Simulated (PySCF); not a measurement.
Core-level calculation of GeH$_{2}$Cl$_{2}$O$_{2}$

- system: GeH$_{2}$Cl$_{2}$O$_{2}$, SMILES [OH][Ge]([OH])([Cl])[Cl]
- method: delta-SCF UKS SCAN, pcX-2 on the ionised atom, pcseg-1 elsewhere, spin-free X2C (PySCF 2.14.0)

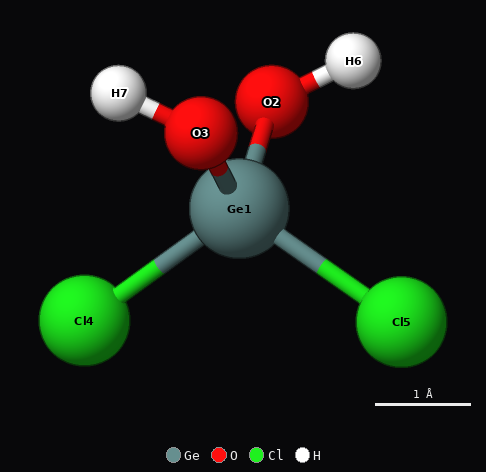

Figure 1. The input geometry (ball-and-stick view, seen at a tilt; atoms are numbered from 1 in the order of the input). Sticks mark near contacts. Bond lengths as drawn: Cl–Ge 2.13 Å, Ge–O 1.75 Å and H–O 0.97 Å.

**Summary**

| quantity | value |
| --- | --- |
| outcome | converged |
| hardware | 1 CPU thread, shared host |
| wall time | 14 s |
| peak memory | 0.45 GiB |

**The input**
```
{"job": {"kind": "xps", "holes": 5}, "charge": 0, "multiplicity": 1}
Ge     0.033123    -0.262884     0.112891
O      1.006425     0.734182    -0.949443
O     -1.403842     0.552535     0.696588
Cl    -0.483880    -1.973273    -1.041540
Cl     1.127146    -0.792580     1.859041
H      1.482769     1.423756    -0.470767
H     -2.064840     0.670602     0.003150
```

The first line tells a small driver script what to run in PySCF; the rest is the geometry in Å.

Launch command:
```bash
OMP_NUM_THREADS=1 python <driver script> task.json out
```

**Output**
```
ground state, core basis on atom 1 (O), 132 functions
  cycle   1  E = -3168.56365101  |g| = 1.06e+00
  cycle   2  E = -3167.86675899  |g| = 2.14e+00
  cycle   3  E = -3168.76117184  |g| = 2.42e-01
  cycle   4  E = -3168.77428319  |g| = 1.17e-01
  cycle   5  E = -3168.77722823  |g| = 4.58e-02
  cycle   6  E = -3168.77761273  |g| = 1.71e-02
  cycle   7  E = -3168.77767248  |g| = 5.49e-03
  cycle   8  E = -3168.77767930  |g| = 5.99e-04
  cycle   9  E = -3168.77767832  |g| = 1.06e-04
  E(ground) = -3168.92242146 Eh
hole in O 1s of atom 1
  cycle   1  E = -3148.13772436  |g| = 2.22e+00
  cycle   2  E = -3147.32522725  |g| = 2.35e+00
  cycle   3  E = -3148.80117227  |g| = 5.92e-01
  cycle   4  E = -3148.84489709  |g| = 5.05e-01
  cycle   5  E = -3148.95901192  |g| = 1.27e-01
  cycle   6  E = -3148.96404996  |g| = 6.72e-02
  cycle   7  E = -3148.96633139  |g| = 1.09e-02
  cycle   8  E = -3148.96640028  |g| = 2.81e-03
  cycle   9  E = -3148.96640554  |g| = 8.26e-04
  cycle  10  E = -3148.96640423  |g| = 5.55e-04
  cycle  11  E = -3148.96640671  |g| = 1.89e-04
  E(ion) = -3149.11183390 Eh   <S^2> = 0.7634   hole on atom = 1.000   binding energy = 539.074 eV
ground state, core basis on atom 3 (Cl), 143 functions
  cycle   1  E = -3168.92987698  |g| = 4.91e-01
  cycle   2  E = -3168.92627110  |g| = 1.66e-01
  cycle   3  E = -3168.91615276  |g| = 2.78e-01
  cycle   4  E = -3168.93128370  |g| = 2.23e-02
  cycle   5  E = -3168.93136642  |g| = 1.03e-02
  cycle   6  E = -3168.93138535  |g| = 2.11e-03
  cycle   7  E = -3168.93138455  |g| = 6.18e-04
  cycle   8  E = -3168.93138717  |g| = 2.06e-04
  E(ground) = -3169.06153600 Eh
hole in Cl 2p of atom 3
  cycle   1  E = -3160.84817619  |g| = 1.71e+00
  cycle   2  E = -3160.81384739  |g| = 1.29e+00
  cycle   3  E = -3161.20068548  |g| = 4.92e-01
  cycle   4  E = -3161.29614623  |g| = 2.30e-01
  cycle   5  E = -3161.31220774  |g| = 9.48e-02
  cycle   6  E = -3161.31628545  |g| = 3.41e-02
  cycle   7  E = -3161.31675978  |g| = 1.02e-02
  cycle   8  E = -3161.31679884  |g| = 5.36e-03
  cycle   9  E = -3161.31681370  |g| = 1.18e-03
  cycle  10  E = -3161.31681448  |g| = 1.26e-04
  E(ion) = -3161.45454164 Eh   <S^2> = 0.7521   hole on atom = 1.001   binding energy = 206.997 eV
  2p3/2 = 206.409 eV   2p1/2 = 208.063 eV
```

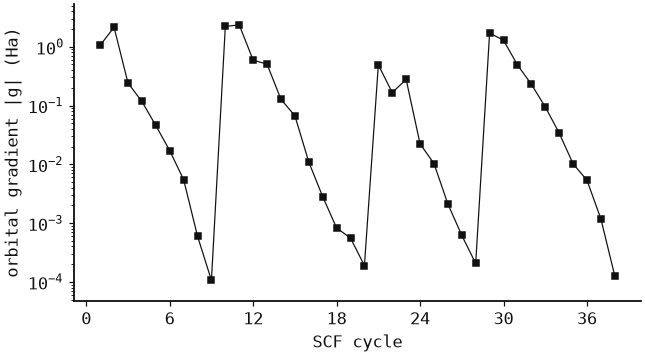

Figure 2. Convergence of the self-consistent field: orbital gradient |g| against the SCF cycle. All cycles printed in the log are drawn one after another.
